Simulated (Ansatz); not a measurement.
A computed series for MgS: response to strain

The parent structure is MgS in the rock salt structure (space group Fm-3m, No. 225).

```yaml
crystal:
  lattice:
    - [0.00000, 2.56462, 2.56462]
    - [2.56462, 0.00000, 2.56462]
    - [2.56462, 2.56462, 0.00000]
  atoms:
    - { symbol: Mg, position: [0.00000, 0.00000, 0.00000] }
    - { symbol: S, position: [0.50000, 0.50000, 0.50000] }
```

Cartesian axes are those of the cell as printed.

Strains are applied to the cell and any free atomic positions relax; under biaxial strain the out-of-plane vector relaxes too.

Calculations: plane-wave PAW DFT at the LDA level (Ansatz, a first-principles code, 420 eV), no spin-orbit coupling.

Notes on the quantities. in-plane stress: mean in-plane stress (compression positive).

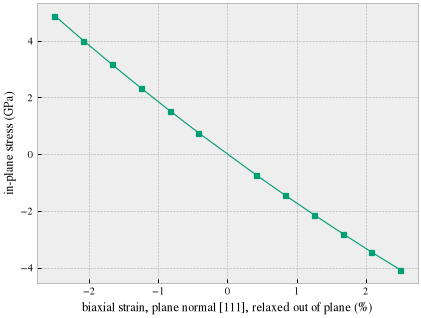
Fig. 1. in-plane stress against biaxial strain, plane normal [111], relaxed out of plane

```tsv
biaxial strain, plane normal [111], relaxed out of plane (%)	in-plane stress
-2.5	+4.9 GPa
-2.08	+4.0 GPa
-1.67	+3.2 GPa
-1.25	+2.3 GPa
-0.83	+1.5 GPa
-0.42	+0.8 GPa
0.42	-0.7 GPa
0.83	-1.4 GPa
1.25	-2.1 GPa
1.67	-2.8 GPa
2.08	-3.4 GPa
2.5	-4.1 GPa
```

No phonon test of stability was made.
